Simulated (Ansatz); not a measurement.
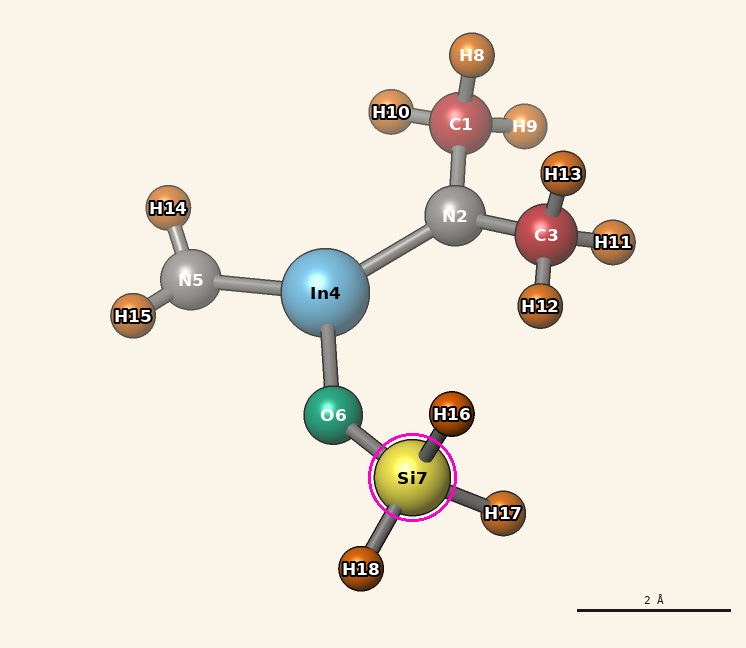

Orthographic view. Distant atoms are faded towards the background colour. Computed geometry: PBE0-D4/def2-TZVP optimisation. No frequency run is at hand to confirm it as a minimum.

Q: Name the neighbours of the circled atom.

A: The circled atom is Si7; it is bonded to O6, H16, H17, H18.

Q: What is the shortest path along bonds from the circled atom to H12?

A: Si7–O6–In4–N2–C3–H12, 5 bonds; through space the two are 2.99 Å apart.

Q: Of C3 and H13, which is nearer the viewer?

A: H13; the bond to C3 points away from the viewer, so it looks shorter than its 1.10 Å.

Q: Which atom is nearest the viewer?

A: H16, 2.9 Å in front of the mean position.
